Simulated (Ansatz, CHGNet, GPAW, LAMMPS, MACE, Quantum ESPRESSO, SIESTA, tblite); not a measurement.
# Which run comes nearest? Glassy 85GeO2-15Li2O (mol %) (78 atoms)

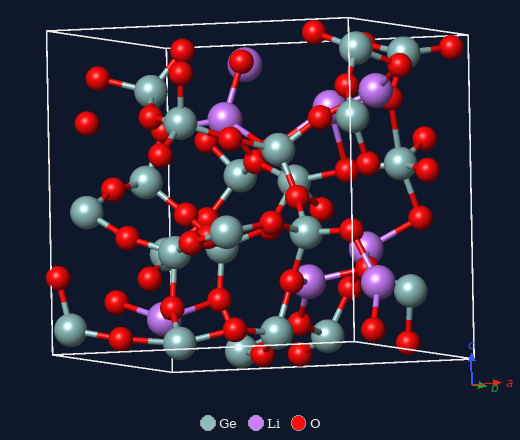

The cell (germanium teal, lithium purple, oxygen red). Bonds to atoms that aren't drawn are left out. Some periodic images of atoms are drawn too.

Density of this cell: 3.71 g/cm³. The cell holds 78 atoms: 22 Ge, 8 Li and 48 O. Cell: a = 10.276 Å, b = 10.276 Å, c = 10.276 Å, α = 90.0°, β = 90.0°, γ = 90.0°. 78 atoms (22 Ge, 8 Li, 48 O) placed at random at 3.6 g/cm³, melted at 4000 K for 10 ps at fixed volume with the Morse and Coulomb pair potential with partial charges (Pedone, Malavasi, Menziani, Cormack and Segre, J. Phys. Chem. B 110, 11780 (2006)). Quenched from 4000 K to 300 K at 30 K/ps and fixed volume, held 10 ps at zero pressure.

Geometry: as built.

The reference, a calculation:

| Quantity | Value |
| --- | --- |
| method | Kohn-Sham DFT, PBE, PAW, plane waves (Ansatz 0.2.0); cutoff 420 eV, Γ point, fermi-dirac smearing of 0.05 eV; PAW set soft_2 |
| r.m.s. force component | 1.175 eV/Å |
| longest force | 4 eV/Å |
| pressure | 7.889 GPa |
| gap (highest filled to lowest empty level) | 1.343 eV |
| SCF cycles | 9 |
| time | 13 s on 4 threads of Arm Neoverse V2, shared host |
| CPU time | 49 s |

Runs, in no order:
A. MACE MPA-0 medium potential: machine-learned interatomic potential MACE MPA-0 medium, trained on PBE(+U) plane-wave data
B. QE PBE, gbrv-1.5, 40/200 Ry: Kohn-Sham DFT, PBE, GBRV 1.5 ultrasoft pseudopotentials, plane waves
C. SIESTA PBE, SZ, shift 0.01 Ry, mesh 500 Ry: Kohn-Sham DFT, PBE, PseudoDojo 0.4.1 norm-conserving pseudopotentials (converted to PSML), numerical atomic orbitals (SZ), diagonalisation
D. SIESTA PBE, DZP, shift 0.01 Ry, mesh 500 Ry: Kohn-Sham DFT, PBE, PseudoDojo 0.4.1 norm-conserving pseudopotentials (converted to PSML), numerical atomic orbitals (DZP), diagonalisation

**Question.** Rank the runs by how far their forces lie from the reference's, least first.

B, A, D, C.

| run | Δ force, r.m.s. (meV/Å) | share of r.m.s. force (%) | CPU time |
| --- | --- | --- | --- |
| B. QE PBE, gbrv-1.5, 40/200 Ry | 5.71 | 0.486 | 4 min |
| A. MACE MPA-0 medium potential | 118 | 10.0 | 7 s |
| D. SIESTA PBE, DZP, shift 0.01 Ry, mesh 500 Ry | 394 | 33.5 | 5 min |
| C. SIESTA PBE, SZ, shift 0.01 Ry, mesh 500 Ry | 572 | 48.7 | 2.3 min |

Machine-learned potentials mimic data converged in k, so the reference's own k-point error enters their differences. The network of bonds at the start is that of the classical potential that made the cell, and needn't be the one that DFT or experiment would give. The electronic-structure runs sample only Γ, in a cell whose shortest periodic width is 10 Å.

[Hosts, paths, dates, database ids (printed as entryN), source tags and the programs' standing remarks are cut or masked in the printed files.]
